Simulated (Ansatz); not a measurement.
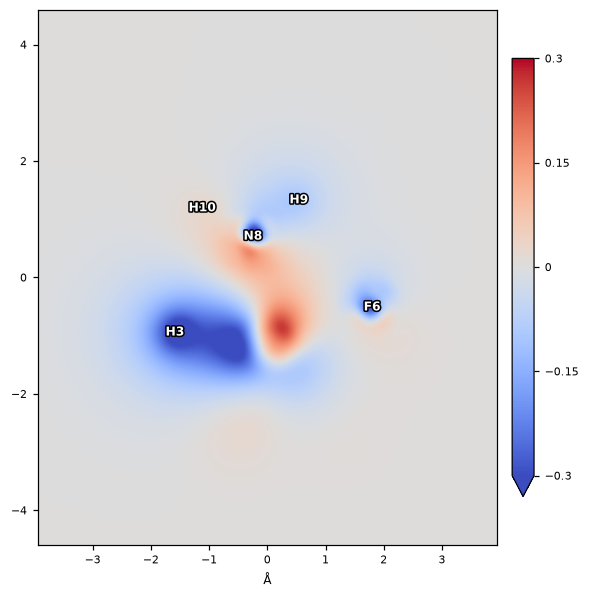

F3H4NW···H2. The HOMO on the plane of atoms H9, N8 and H10 (values in Å⁻³ᐟ²; the overall sign is arbitrary).

Core potentials replace the inner electrons of W.

Theory: RHF/def2-SVP (Ansatz 0.2.0).

The calculation's input:

```
crystal:
  periodic: [false, false, false]
  atoms:
    - { symbol: W, position_ang: [0.160444, -0.342539, -0.320245] }
    - { symbol: H, position_ang: [-0.342031, -0.548675, 2.550751] }
    - { symbol: H, position_ang: [1.587258, 0.413234, -0.714512] }
    - { symbol: H, position_ang: [0.638625, 0.957524, 0.597896] }
    - { symbol: F, position_ang: [-1.4664, 0.541008, -0.023515] }
    - { symbol: F, position_ang: [-0.633122, -2.008609, 0.107487] }
    - { symbol: F, position_ang: [0.024638, -0.258763, -2.158144] }
    - { symbol: "N", position_ang: [1.66196, -1.330707, 0.590778] }
    - { symbol: H, position_ang: [1.47237, -2.1974, 1.061814] }
    - { symbol: H, position_ang: [2.592665, -0.995391, 0.746342] }
    - { symbol: H, position_ang: [0.293195, -0.775581, 2.324349] }
basis:
  gaussian: { orbitals: def2-SVP }
hamiltonian:
  xc: hf
relax:
  f_tol: 0.03
  max_steps: 50
output:
  orbitals: {}
```

Launched as:

```sh
ansatz run input.yaml --threads 2 --pin off --max-ram 3072MiB --backend cpu --events-out ev --progress --plain --runs-dir out
```

The fields are those of the run's last geometry, not of the input's.

Q: Where does this orbital lie, and at what energy?

A: Its weight (Hirshfeld) is mainly on N8 (about 45 %), W1 (about 25 %), H4 (about 5 %) and H3 (about 5 %); π-bonding across N8–W1. Its energy is −12.23 eV.
